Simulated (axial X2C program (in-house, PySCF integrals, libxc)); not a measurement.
**KS: bond curves with and without spin–orbit coupling**

What are the state, bond length, wavenumber and bond energy of KS, and what does spin–orbit coupling change?

Program: an in-house X2C program for linear molecules on PySCF integrals. Level of theory: all-electron X2C, K dyall-cv3z, S dyall-av3z. These are calculated values, not measurements.

## 1. The job

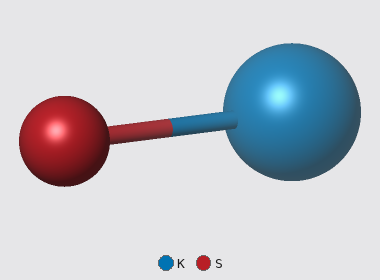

The two atoms at 2.870 Å (potassium blue, sulfur red).

Input file task.json:

```json
{
 "zs": [
  19,
  16
 ],
 "q": 0,
 "bas": [
  "dyall-cv3z",
  "dyall-av3z"
 ],
 "levels": [
  "PBE0",
  "HF",
  "BHandHLYP"
 ],
 "cc": true,
 "r0": 2.87,
 "thr": -2.0,
 "nmax": 90,
 "npts": 10,
 "nst": 2,
 "ntry": 6
}
```

Keys: zs atomic numbers; q charge; bas basis sets; levels methods (HF also brings MP2); cc coupled cluster on or off; r0 starting distance in Å; thr threshold in hartree for freezing inner shells (an s shell follows its p shell); nmax most natural virtual spinors; npts points asked for on the curve; nst determinants followed; ntry starts of the search.

Command:

```console
> python so2c.py task.json out
```

Spin-free means the one-electron spin-free X2C Hamiltonian; two-component (2c) means X2C with spin–orbit coupling and atomic mean-field two-electron Coulomb and Gaunt terms. Basis: K dyall-cv3z contracted to [11s12p6d3f], S dyall-av3z contracted to [9s8p3d2f]; Gaussian nuclei, density fitting. Masses: K 38.964 u, S 31.972 u.

Notation: σ, π±, δ± give the projection m of an orbital's angular momentum (0, ±1, ±2), α and β its spin, Λ and M_S the sums; ω is the projection of a spinor's total angular momentum and Ω the sum. Logs are in hartree.

The results follow Hamiltonian by Hamiltonian and level by level.

## 2. Search for the lowest determinant

Determinants are compared with PBE0 at 2.870 Å.

Spin-free determinants:

```
ΔE (eV)             state                                  open shells
   0.00  M_S = 1/2, Λ = 1          beyond closed shells: π+α, π+β, π-α
   0.24  M_S = 1/2, Λ = 0                     beyond closed shells: σα
   2.82  M_S = 3/2, Λ = 0           beyond closed shells: σα, π+α, π-α
   2.86  M_S = 1/2, Λ = 0           beyond closed shells: σβ, π+α, π-α
   3.11  M_S = 3/2, Λ = 1  beyond closed shells: 2 × σα, π+α, π+β, π-α
   3.50  M_S = 1/2, Λ = 1  beyond closed shells: 2 × σα, π+α, π+β, π-β
```

Two-component determinants:

| ΔE (eV) | state | open shells |
| --- | --- | --- |
| 0.00 | Ω = 3/2 | excess of +ω over −ω: ω = 3/2 |
| 0.04 | Ω = 1/2 | excess of +ω over −ω: ω = 1/2 |
| 2.88 | Ω = 1/2 | excess of +ω over −ω: 2 × ω = -1/2, ω = 3/2 |
| 3.11 | Ω = 5/2 | excess of +ω over −ω: 2 × ω = 1/2, ω = 3/2 |
| 4.07 | Ω = 1/2 | excess of +ω over −ω: ω = 1/2 |
| 4.09 | Ω = 5/2 | excess of +ω over −ω: ω = -1/2, 2 × ω = 3/2 |
| 4.43 | Ω = 7/2 | excess of +ω over −ω: ω = 1/2, 2 × ω = 3/2 |

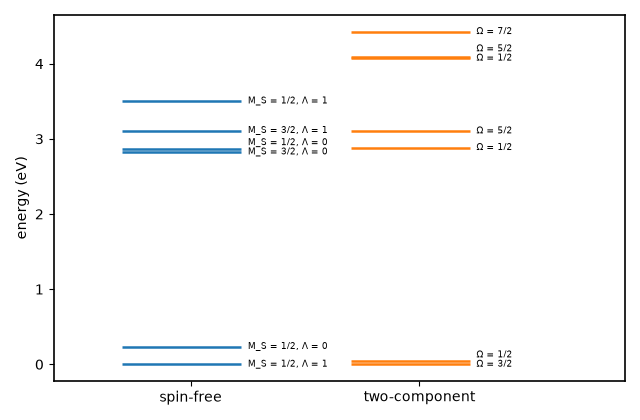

The determinants found, each set from its own lowest.

## 3. PBE0, spin-free

State followed: M_S = 1/2, Λ = 1 (beyond closed shells: π+α, π+β, π-α). The scan is laid around 2.819 Å, a first estimate of the minimum, and this SCF restarts from the orbitals of the search.

Output at 2.819 Å:

```text
spin-free X2C-1e  PBE0
basis functions 160  fitting functions 683  grid points 5087
iter        total energy     max residual
   1      -1000.861094941     9.60e-01
   2      -1001.236035785     2.45e-02
   3      -1001.239475958     6.28e-03
   4      -1001.240293750     4.30e-03
   5      -1001.240386333     6.09e-04
   6      -1001.240392779     3.79e-04
   7      -1001.240394518     7.94e-05
   8      -1001.240394593     3.20e-05
   9      -1001.240394608     8.95e-06
  10      -1001.240394609     1.43e-06
converged
one-electron -1494.60365860  Coulomb 495.50311240  exact exchange -14.51721269  xc functional -44.68892593  nuclear repulsion 57.06629022
```

Along the bond, energies from the lowest point:

```
R (Å)  E (eV)   μ (D)  HOMO (eV)  LUMO (eV)  iterations
2.453  0.4090   -8.50      -5.02      -2.62          21
2.565  0.1679   -9.00      -4.87      -2.48          15
2.650  0.0656   -9.37      -4.77      -2.39          12
2.734  0.0136   -9.73      -4.68      -2.30          11
2.819  0.0000  -10.10      -4.59      -2.22          10
2.918  0.0205  -10.52      -4.50      -2.12          11
3.016  0.0695  -10.94      -4.41      -2.04          10
3.143  0.1611  -11.47      -4.31      -1.94          10
3.298  0.2997  -12.13      -4.19      -1.82          11
3.524  0.5254  -13.05      -4.04      -1.89          12
```

Dipoles are positive if S is the positive end.

Outer orbitals at the reference distance:

| symmetry | occupied | ε (eV) | atomic character |
| --- | --- | --- | --- |
| π+β | yes | -20.96 | 100% K p |
| π-α | yes | -20.95 | 100% K p |
| π+α | yes | -20.95 | 100% K p |
| π-β | yes | -20.95 | 100% K p |
| σα | yes | -20.88 | 97% K p |
| σβ | yes | -20.87 | 97% K p |
| σα | yes | -16.32 | 88% S s, 6% K p, 4% K d |
| σβ | yes | -15.05 | 88% S s, 5% K p, 4% K d |
| π-α | yes | -5.66 | 95% S p, 4% K d |
| π+α | yes | -5.66 | 95% S p, 4% K d |
| σα | yes | -5.30 | 88% S p, 4% K s, 3% K d |
| σβ | yes | -4.96 | 88% S p, 5% K s, 4% K d |
| π+β | yes | -4.59 | 93% S p, 4% K d, 2% K p |
| π-β | no | -2.22 | 90% S p, 6% K d, 4% K p |
| σβ | no | -1.39 | 69% K s, 23% K p, 5% S p |
| σα | no | -1.36 | 70% K s, 21% K p, 4% S p |
| π+β | no | -0.09 | 90% K p, 8% K d |

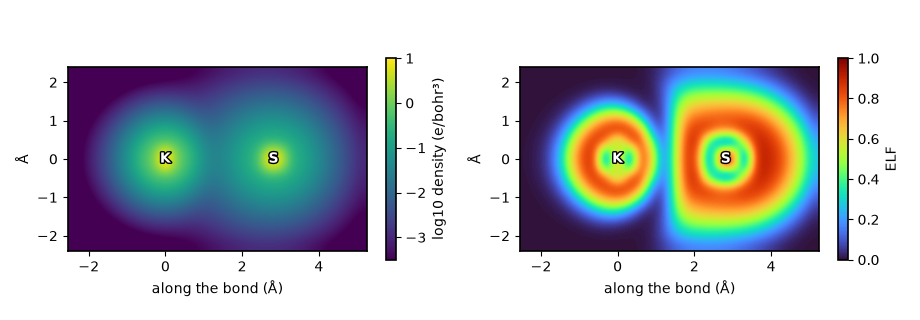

PBE0 fields in a plane through the axis, from a grid of 0.3 Å; K lies at z = 0 and S at z = 2.819 Å; the ELF is damped to zero where the density is low.

Re = 2.812 Å, ωe = 253.5 cm⁻¹, ωexe = 1.04 cm⁻¹, Be = 0.1214 cm⁻¹, De = 2.60 eV, μ = -10.07 D.

## 4. HF, spin-free

Output at 2.819 Å:

```text
spin-free X2C-1e  HF
basis functions 160  fitting functions 683  grid points 5087
iter        total energy     max residual
   1      -1000.103106748     1.72e-01
   2      -1000.115904170     5.70e-03
   3      -1000.116288596     3.12e-03
   4      -1000.116331610     8.27e-04
   5      -1000.116338748     2.37e-04
   6      -1000.116339951     1.50e-04
   7      -1000.116340133     3.36e-05
   8      -1000.116340157     9.43e-06
   9      -1000.116340162     8.33e-06
  10      -1000.116340163     2.27e-06
converged
one-electron -1494.32507405  Coulomb 495.25872675  exact exchange -58.11628308  xc functional 0.00000000  nuclear repulsion 57.06629022
```

Re = 2.892 Å, ωe = 245.0 cm⁻¹, ωexe = 0.965 cm⁻¹, Be = 0.1147 cm⁻¹, De = 1.49 eV, μ = -11.18 D.

## 5. BHandHLYP, spin-free

Output at 2.819 Å:

```text
spin-free X2C-1e  BHandHLYP
basis functions 160  fitting functions 683  grid points 5087
iter        total energy     max residual
   1      -1001.558641136     5.52e-02
   2      -1001.559654399     2.40e-03
   3      -1001.559681688     2.94e-03
   4      -1001.559694078     2.37e-04
   5      -1001.559694325     4.33e-05
   6      -1001.559694360     1.86e-05
   7      -1001.559694362     3.74e-06
converged
one-electron -1494.69240987  Coulomb 495.60988383  exact exchange -29.04582493  xc functional -30.49763360  nuclear repulsion 57.06629022
```

Re = 2.831 Å, ωe = 254.2 cm⁻¹, ωexe = 1.02 cm⁻¹, Be = 0.1198 cm⁻¹, De = 2.51 eV, μ = -10.41 D.

## 6. MP2 and beyond, spin-free

Correlated methods: 15 electrons correlated (frozen shells, counted by type: K 2 s, 1 p; S 2 s, 1 p), 237 virtual spinors in MP2, 90 natural virtuals in coupled cluster.

Output of the correlated part at 2.819 Å:

```text
correlated 15  virtual 237  natural virtual 90  E(MP2) -0.394172255  MP2 remainder -0.020800300
iter   CCSD correlation   residual
   1     -0.404757690   9.81e-02
   2     -0.413341286   3.02e-02
   3     -0.413600665   7.62e-03
   4     -0.413589856   3.13e-03
   5     -0.413594093   1.14e-03
   6     -0.413595593   3.62e-04
   7     -0.413596468   1.12e-04
   8     -0.413596628   3.29e-05
   9     -0.413596482   1.09e-05
  10     -0.413596434   4.25e-06
  11     -0.413596405   1.39e-06
  12     -0.413596403   4.01e-07
(T) -0.013775288  T1 0.0079  D1 0.0174  max T2 0.052
```

T1 in the output is the amplitude norm over the root of the electron number; divide by √2 for the Lee–Taylor value.

MP2: Re = 2.827 Å, ωe = 254.8 cm⁻¹, Be = 0.1201 cm⁻¹, De = 2.56 eV.

CCSD: Re = 2.842 Å, ωe = 252.5 cm⁻¹, ωexe = 1.01 cm⁻¹, Be = 0.1189 cm⁻¹, De = 2.52 eV. T1 at Re = 0.006 (Lee–Taylor, the printed value over √2).

CCSD(T): Re = 2.839 Å, ωe = 252.4 cm⁻¹, ωexe = 1.01 cm⁻¹, Be = 0.1191 cm⁻¹, De = 2.56 eV. T1 at Re = 0.006 (Lee–Taylor, the printed value over √2).

## 7. A higher determinant, spin-free

State: M_S = 1/2, Λ = 0 (beyond closed shells: σα).

Output at the reference distance:

```text
spin-free X2C-1e  PBE0
basis functions 160  fitting functions 683  grid points 5087
iter        total energy     max residual
   1      -1000.862746065     9.62e-01
   2      -1001.228332001     2.48e-02
   3      -1001.231726614     6.14e-03
   4      -1001.232439506     4.34e-03
   5      -1001.232527896     4.72e-04
   6      -1001.232530680     1.81e-04
   7      -1001.232531002     4.69e-05
   8      -1001.232531012     4.05e-06
converged
one-electron -1494.23182012  Coulomb 495.14230066  exact exchange -14.51876204  xc functional -44.69053973  nuclear repulsion 57.06629022
```

```
R (Å)  E above the lowest PBE0 point (eV)
2.453                               0.304
2.565                               0.200
2.650                               0.175
2.734                               0.182
2.819                               0.214
2.918                               0.274
3.016                               0.350
3.143                               0.465
3.298                               0.617
```

Re = 2.670 Å, ωe = 256.8 cm⁻¹, ωexe = 1.1 cm⁻¹, Be = 0.1347 cm⁻¹, μ = -9.80 D. Te = 0.17 eV.

## 8. The spin-free curves together

Energy (eV) of the followed determinant, spin-free, from each level's lowest point:

```
R (Å)   PBE0     HF    MP2   CCSD  CCSD(T)  BHandHLYP
2.453  0.409  0.622  0.455    n/a      n/a      0.464
2.565  0.168  0.299  0.193  0.215    0.210      0.199
2.650  0.066  0.148  0.080  0.093    0.090      0.083
2.734  0.014  0.056  0.020  0.026    0.024      0.021
2.819  0.000  0.010  0.000  0.000    0.000      0.000
2.918  0.021  0.000  0.016  0.010    0.011      0.014
3.016  0.069  0.025  0.061  0.051    0.053      0.059
3.143  0.161  0.093  0.151  0.136    0.138      0.147
3.298  0.300  0.212  0.289    n/a      n/a      0.284
3.524  0.525  0.420  0.517    n/a      n/a      0.511
```

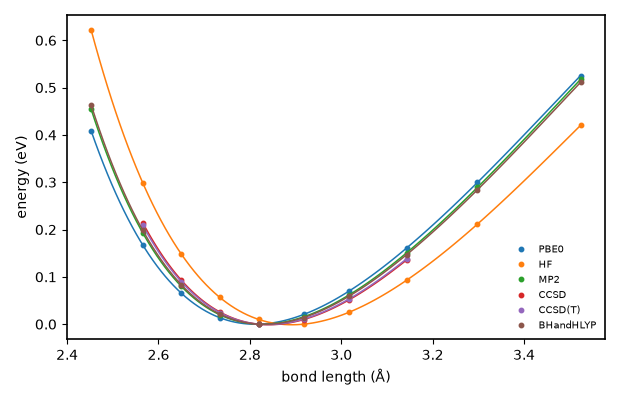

Curves of the followed state, spin-free, each from its own lowest point.

## 9. PBE0, 2c

State followed: Ω = 3/2 (excess of +ω over −ω: ω = 3/2). The scan is laid around 2.819 Å, a first estimate of the minimum, and this SCF restarts from the orbitals of the search.

The SCF at the reference distance of 2.819 Å:

```text
two-component X2C + atomic mean field  PBE0
basis functions 160  fitting functions 683  grid points 5087
iter        total energy     max residual
   1      -1000.688304947     7.97e-01
   2      -1001.064507634     2.03e-02
   3      -1001.067953159     6.26e-03
   4      -1001.068770998     3.57e-03
   5      -1001.068863995     6.08e-04
   6      -1001.068870472     3.15e-04
   7      -1001.068872220     6.58e-05
   8      -1001.068872296     3.20e-05
   9      -1001.068872311     7.44e-06
  10      -1001.068872311     1.19e-06
converged
one-electron -1494.15692981  Coulomb 495.38766174  exact exchange -14.51372222  xc functional -44.67809093  nuclear repulsion 57.06629022  atomic mean-field constant -0.17408131
```

Along the bond, energies from the lowest point:

```
R (Å)  E (eV)   μ (D)  HOMO (eV)  LUMO (eV)  iterations
2.453  0.4092   -8.49      -5.03      -2.60          21
2.565  0.1681   -8.99      -4.89      -2.46          15
2.650  0.0657   -9.36      -4.79      -2.37          12
2.734  0.0137   -9.73      -4.70      -2.28          11
2.819  0.0000  -10.09      -4.61      -2.20          10
2.918  0.0204  -10.51      -4.52      -2.10          11
3.016  0.0694  -10.93      -4.43      -2.02          10
3.143  0.1609  -11.47      -4.33      -1.91          10
3.298  0.2994  -12.12      -4.21      -1.80          11
3.524  0.5250  -13.05      -4.06      -1.89          12
```

Dipoles are positive if S is the positive end.

Outer spinors at the reference distance:

| ω | occupied | ε (eV) | atomic character | λ mixture |
| --- | --- | --- | --- | --- |
| 1/2 | yes | -21.10 | 99% K p | 78% π, 22% σ |
| -1/2 | yes | -21.09 | 99% K p | 79% π, 21% σ |
| 3/2 | yes | -20.86 | 100% K p | 100% π |
| -3/2 | yes | -20.86 | 100% K p | 100% π |
| 1/2 | yes | -20.81 | 98% K p | 78% σ, 22% π |
| -1/2 | yes | -20.80 | 98% K p | 79% σ, 21% π |
| 1/2 | yes | -16.32 | 88% S s, 6% K p, 4% K d | 100% σ |
| -1/2 | yes | -15.05 | 88% S s, 5% K p, 4% K d | 100% σ |
| -1/2 | yes | -5.68 | 95% S p, 4% K d | 100% π |
| 3/2 | yes | -5.63 | 94% S p, 4% K d | 100% π |
| 1/2 | yes | -5.30 | 88% S p, 4% K s, 3% K d | 100% σ |
| -1/2 | yes | -4.95 | 88% S p, 5% K s, 4% K d | 100% σ |
| 1/2 | yes | -4.61 | 93% S p, 4% K d, 2% K p | 100% π |
| -3/2 | no | -2.20 | 90% S p, 6% K d, 4% K p | 100% π |
| -1/2 | no | -1.39 | 69% K s, 23% K p, 5% S p | 100% σ |
| 1/2 | no | -1.37 | 70% K s, 21% K p, 4% S p | 100% σ |
| 1/2 | no | -0.10 | 90% K p, 8% K d | 100% π |

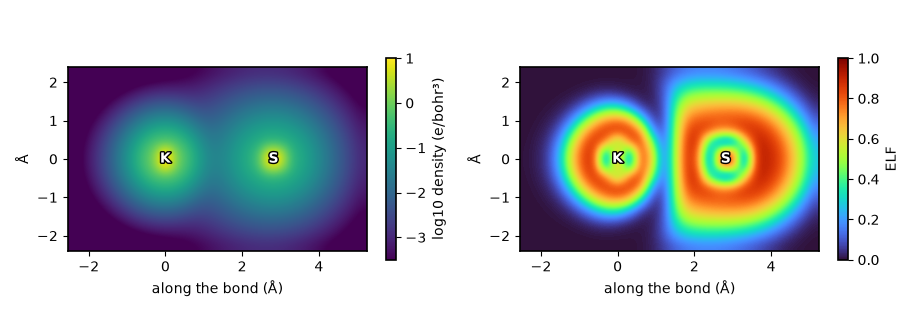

PBE0 fields in a plane through the axis, from a grid of 0.3 Å; K lies at z = 0 and S at z = 2.819 Å; the ELF is damped to zero where the density is low.

Re = 2.812 Å, ωe = 253.4 cm⁻¹, ωexe = 1.04 cm⁻¹, Be = 0.1214 cm⁻¹, De = 2.62 eV, μ = -10.06 D.

## 10. HF, 2c

Output at 2.819 Å:

```text
two-component X2C + atomic mean field  HF
basis functions 160  fitting functions 683  grid points 5087
iter        total energy     max residual
   1       -999.931948046     1.72e-01
   2       -999.944742277     5.69e-03
   3       -999.945126425     3.12e-03
   4       -999.945169163     8.24e-04
   5       -999.945176183     2.34e-04
   6       -999.945177357     1.48e-04
   7       -999.945177533     3.30e-05
   8       -999.945177557     9.15e-06
   9       -999.945177561     8.16e-06
  10       -999.945177562     2.23e-06
converged
one-electron -1493.87881682  Coulomb 495.14377640  exact exchange -58.10234605  xc functional 0.00000000  nuclear repulsion 57.06629022  atomic mean-field constant -0.17408131
```

Re = 2.893 Å, ωe = 244.9 cm⁻¹, ωexe = 0.964 cm⁻¹, Be = 0.1147 cm⁻¹, De = 1.51 eV, μ = -11.17 D.

## 11. BHandHLYP, 2c

Output at 2.819 Å:

```text
two-component X2C + atomic mean field  BHandHLYP
basis functions 160  fitting functions 683  grid points 5087
iter        total energy     max residual
   1      -1001.387108953     5.51e-02
   2      -1001.388122362     2.41e-03
   3      -1001.388149684     2.94e-03
   4      -1001.388162094     2.29e-04
   5      -1001.388162339     4.31e-05
   6      -1001.388162374     1.85e-05
   7      -1001.388162376     3.26e-06
converged
one-electron -1494.24573895  Coulomb 495.49449589  exact exchange -29.03884573  xc functional -30.49028250  nuclear repulsion 57.06629022  atomic mean-field constant -0.17408131
```

Re = 2.831 Å, ωe = 254.1 cm⁻¹, ωexe = 1.02 cm⁻¹, Be = 0.1198 cm⁻¹, De = 2.53 eV, μ = -10.41 D.

## 12. MP2 and beyond, 2c

Correlated methods: 15 electrons correlated (frozen shells, counted by type: K 2 s, 1 p; S 2 s, 1 p), 237 virtual spinors in MP2, 90 natural virtuals in coupled cluster.

Output of the correlated part at 2.819 Å:

```text
correlated 15  virtual 237  natural virtual 90  E(MP2) -0.394256719  MP2 remainder -0.020788650
iter   CCSD correlation   residual
   1     -0.404852420   9.81e-02
   2     -0.413435974   3.02e-02
   3     -0.413694980   7.61e-03
   4     -0.413683761   3.12e-03
   5     -0.413687825   1.13e-03
   6     -0.413689290   3.60e-04
   7     -0.413690163   1.12e-04
   8     -0.413690328   3.26e-05
   9     -0.413690185   1.07e-05
  10     -0.413690137   4.20e-06
  11     -0.413690108   1.38e-06
  12     -0.413690105   3.99e-07
(T) -0.013783550  T1 0.0078  D1 0.0173  max T2 0.052
```

MP2: Re = 2.827 Å, ωe = 254.7 cm⁻¹, Be = 0.1201 cm⁻¹, De = 2.56 eV.

CCSD: Re = 2.842 Å, ωe = 252.4 cm⁻¹, ωexe = 1.01 cm⁻¹, Be = 0.1188 cm⁻¹, De = 2.53 eV. T1 at Re = 0.006 (Lee–Taylor, the printed value over √2).

CCSD(T): Re = 2.839 Å, ωe = 252.4 cm⁻¹, ωexe = 1.01 cm⁻¹, Be = 0.1191 cm⁻¹, De = 2.56 eV. T1 at Re = 0.006 (Lee–Taylor, the printed value over √2).

## 13. A higher determinant, 2c

State: Ω = 1/2 (excess of +ω over −ω: ω = 1/2).

Output at the reference distance:

```text
two-component X2C + atomic mean field  PBE0
basis functions 160  fitting functions 683  grid points 5087
iter        total energy     max residual
   1      -1000.686814442     7.97e-01
   2      -1001.063016247     2.03e-02
   3      -1001.066465883     6.28e-03
   4      -1001.067285350     3.56e-03
   5      -1001.067378018     6.08e-04
   6      -1001.067384488     3.14e-04
   7      -1001.067386237     6.57e-05
   8      -1001.067386319     3.22e-05
   9      -1001.067386338     1.48e-05
  10      -1001.067386342     1.22e-05
converged
one-electron -1494.14472477  Coulomb 495.37641320  exact exchange -14.51361795  xc functional -44.67766573  nuclear repulsion 57.06629022  atomic mean-field constant -0.17408131
```

```
R (Å)  E above the lowest PBE0 point (eV)
2.453                               0.447
2.565                               0.208
2.650                               0.106
2.734                               0.054
2.819                               0.040
2.918                               0.061
3.016                               0.110
3.143                               0.202
3.298                               0.340
```

Re = 2.812 Å, ωe = 253.4 cm⁻¹, ωexe = 1.04 cm⁻¹, Be = 0.1214 cm⁻¹, μ = -10.07 D. Te = 0.04 eV.

## 14. The 2c curves together

Energy (eV) of the followed determinant, 2c, from each level's lowest point:

```
R (Å)   PBE0     HF    MP2   CCSD  CCSD(T)  BHandHLYP
2.453  0.409  0.623  0.455    n/a      n/a      0.464
2.565  0.168  0.300  0.194  0.215    0.210      0.199
2.650  0.066  0.149  0.080  0.093    0.090      0.084
2.734  0.014  0.057  0.020  0.026    0.024      0.021
2.819  0.000  0.010  0.000  0.000    0.000      0.000
2.918  0.020  0.000  0.015  0.010    0.011      0.014
3.016  0.069  0.025  0.061  0.051    0.053      0.059
3.143  0.161  0.093  0.151  0.136    0.138      0.147
3.298  0.299  0.211  0.289    n/a      n/a      0.284
3.524  0.525  0.420  0.517    n/a      n/a      0.511
```

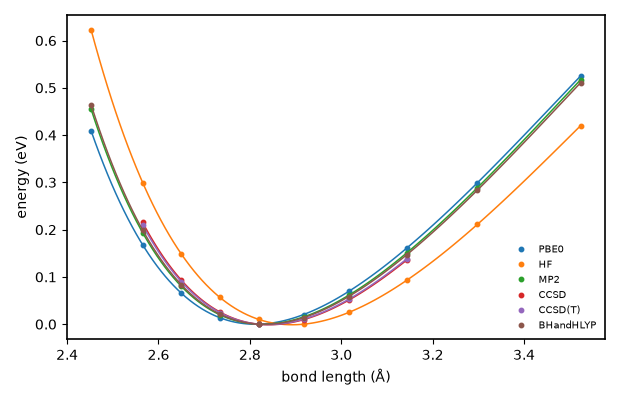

Curves of the followed state, 2c, each from its own lowest point.

Time for the job: 2.4 min (1 thread of Arm Neoverse V1, shared host); peak memory 0.93 GiB.

## 15. Constants

Lowest determinant that the search found at its distance, spin-free: M_S = 1/2, Λ = 1 (beyond closed shells: π+α, π+β, π-α).

Lowest determinant that the search found at its distance, 2c: Ω = 3/2 (excess of +ω over −ω: ω = 3/2).

```csv
Hamiltonian,level,Re (Å),ωe (cm⁻¹),De (eV),μ (D)
spin-free,PBE0,2.812,253.5,2.60,-10.07
spin-free,HF,2.892,245.0,1.49,-11.18
spin-free,MP2,2.827,254.8,2.56,n/a
spin-free,CCSD,2.842,252.5,2.52,n/a
spin-free,CCSD(T),2.839,252.4,2.56,n/a
spin-free,BHandHLYP,2.831,254.2,2.51,-10.41
2c,PBE0,2.812,253.4,2.62,-10.06
2c,HF,2.893,244.9,1.51,-11.17
2c,MP2,2.827,254.7,2.56,n/a
2c,CCSD,2.842,252.4,2.53,n/a
2c,CCSD(T),2.839,252.4,2.56,n/a
2c,BHandHLYP,2.831,254.1,2.53,-10.41
```

Dipoles are positive if S is the positive end.

Time per point (s) on 1 thread of Arm Neoverse V1, shared host (2c runs; CCSD comes with the CCSD(T) run); the times are rough: PBE0 0.52, HF 0.29, MP2 0.58, CCSD(T) 6.7, BHandHLYP 0.48.

In words: At CCSD(T), going from spin-free to two-component changes Re by 0 mÅ, ωe by 0.0 %; the spin-free picture holds up (part of it comes from the scalar share of the two-electron terms). De moves by 0.00 eV; both De rest on single-determinant atoms, which can miss part of an open shell's spin–orbit lowering.

De refers to K + S, each in the lowest determinant found, which need not be this curve's own limit. The state is a single determinant with fixed occupations, the lowest that a limited PBE0 search found. Dissociation energies refer to the lowest single-determinant-based atoms at the same level and basis. Density functionals use the spin component along the axis (collinear). Coupled cluster ran in a truncated set of natural virtual spinors; the MP2 energy of the rest was added.
